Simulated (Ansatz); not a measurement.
Ligand exchange: C3H6Sn + GeHF3 → C2H3FSn + GeH(CH3)F2

Gas-phase species: C3H6Sn `C#[C][SnH2][CH3]`, singlet; GeHF3 `[F][GeH]([F])[F]`, singlet; C2H3FSn `C#[C][SnH2][F]`, singlet; GeH(CH3)F2, singlet. The partners trade CH3 for F: Sn–CH3 and Ge–F bonds give way to Sn–F and Ge–CH3.

Shapes, held fixed at every level: PBE0-D4/def2-TZVP. Programs: Ansatz 0.2.0. The zero-point and thermal change to 298 K, harmonic and unscaled (PBE0-D4/def2-TZVP), is +0.3 kJ/mol.

```tsv
level	kind	ΔH(298 K) (kJ/mol)	less CCSD(T)/def2-TZVPP
HF/def2-SVP	Hartree–Fock	-9.1	-12.2
HF/def2-TZVPP	Hartree–Fock	-4.6	-7.7
SPW92/def2-TZVPP	LDA	-4.8	-7.9
r2SCAN-D4/def2-TZVPP	meta-GGA	-7.8	-10.9
wB97M-V/def2-TZVPP	range-separated hybrid	-6.6	-9.7
wB97X-V/def2-TZVPP	range-separated hybrid	-8.4	-11.5
CCSD/def2-TZVPP	coupled cluster or CI	+2.2	-0.9
CCSD(T)/def2-TZVPP	coupled cluster or CI	+3.1	0.0
```

The highest level, CCSD(T)/def2-TZVPP, gives ΔH(298 K) = +3.1 kJ/mol; the levels span -9.1 to +3.1. That is about zero within the method's error. They disagree on the sign: 2 of 8 are positive. The column of differences is taken from that level and isn't an error. No measured value is set beside it here. For atoms past krypton def2 sets carry core potentials with scalar relativity. Relativity is left out for Ge. Outer-core shells of Ge, Sn are correlated, in sets that cover them unevenly.

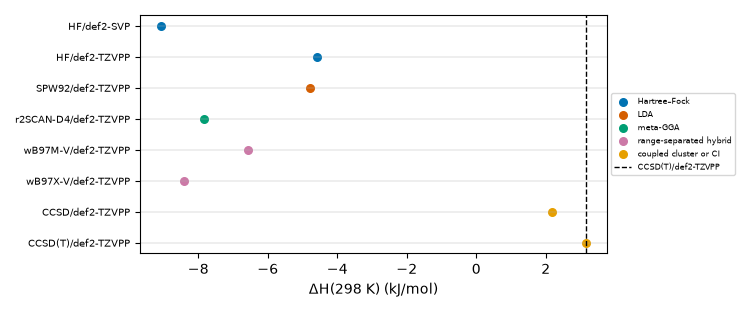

The values of the table, level by level.
